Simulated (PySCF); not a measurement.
Atomic calculation, with input and output: Pb²⁺

Pb²⁺, configuration 1s2 2s2 2p6 3s2 3p6 3d10 4s2 4p6 4d10 4f14 5s2 5p6 5d10 6s2, multiplicity 1. Computed at this level: unrestricted M06-L, def2-SVP with ECP60, scalar-relativistic core potential (PySCF).

### Input file
```python
from pyscf import gto, scf, dft, mp, cc
import basis_set_exchange as bse
txt = bse.get_basis("def2-SVP", elements=["Pb"], fmt="nwchem", header=False)
cut = txt.index("\nECP")
mol = gto.M(atom="Pb 0 0 0", charge=2, spin=0, symmetry="D2h",
            basis=gto.basis.parse(txt[:cut]),
            ecp={"Pb": gto.basis.parse_ecp(txt[cut:])})
mf = dft.UKS(mol, xc="M06L")
mf.irrep_nelec = {'Ag': (4, 4), 'B1g': (1, 1), 'B2g': (1, 1), 'B3g': (1, 1), 'B1u': (1, 1), 'B2u': (1, 1), 'B3u': (1, 1)}
mf.kernel()
```

The script is an equivalent of what the driver set up; the driver started from orbitals of its own, so the log can be shorter than this script's would be, and it computed the properties (radii, ⟨L²⟩, response) afterwards. It also set what the script leaves out: ang = 14. It held the occupations shell by shell, which the script's counts by irreducible representation don't always enforce.

The run was one of a batch that the task file lists, launched with:
```bash
OMP_NUM_THREADS=1 python <driver script> TASK.json OUT
```

### The program's output (extracts)
```
damping factor = 0
level_shift factor = 0
DIIS = <class 'pyscf.scf.diis.CDIIS'>
diis_start_cycle = 1
diis_space = 10
diis_damp = 0
SCF conv_tol = 1e-09
SCF conv_tol_grad = None
number electrons alpha = 10  beta = 10
XC functionals = M06L
    Y. Zhao and D. G. Truhlar.,  J. Chem. Phys. 125, 194101 (2006)
    Y. Zhao and D. G. Truhlar.,  J. Chem. Phys. 125, 194101 (2006)
    Y. Zhao and D. G. Truhlar.,  Theor. Chem. Acc. 120, 215 (2008)
cycle= 1 E= -192.21076135552  delta_E= -0.00635  |g|= 0.00167  |ddm|= 0.477
cycle= 2 E= -192.210762259332  delta_E= -9.04e-07  |g|= 0.000739  |ddm|= 0.00278
cycle= 3 E= -192.210762450458  delta_E= -1.91e-07  |g|= 2.25e-05  |ddm|= 0.00108
cycle= 4 E= -192.210762450631  delta_E= -1.73e-10  |g|= 6.59e-08  |ddm|= 3.15e-05
converged SCF energy = -192.210762450631  <S^2> = 3.5527137e-15  2S+1 = 1
```

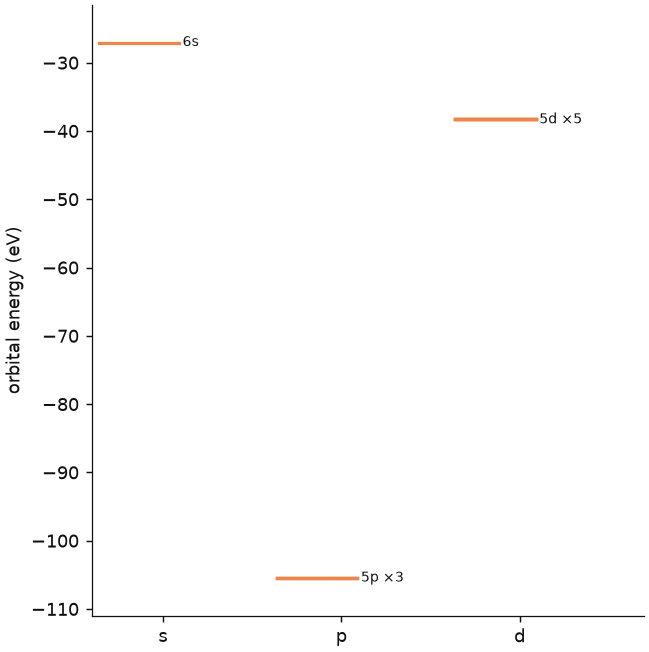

*Orbital energies of the mean field, from the top down to −105.5 eV, by angular momentum; ×n counts the orbitals under one label.*

The highest filled orbital is 6s at −27.0 eV, the lowest empty one p at −16.5 eV.

### Outcome

- outcome: converged
- total energy (valence electrons, under a core potential): −192.210762 hartree
- SCF iterations: 4
- hardware: 1 thread of Arm Neoverse V1, 23 GiB of memory available, shared host

### What is odd here

The input is odd on purpose: angular grid far too coarse. The program ran to the end. The state is spherical (⟨L²⟩ = 0), so a coarse angular grid should matter little or not at all here.
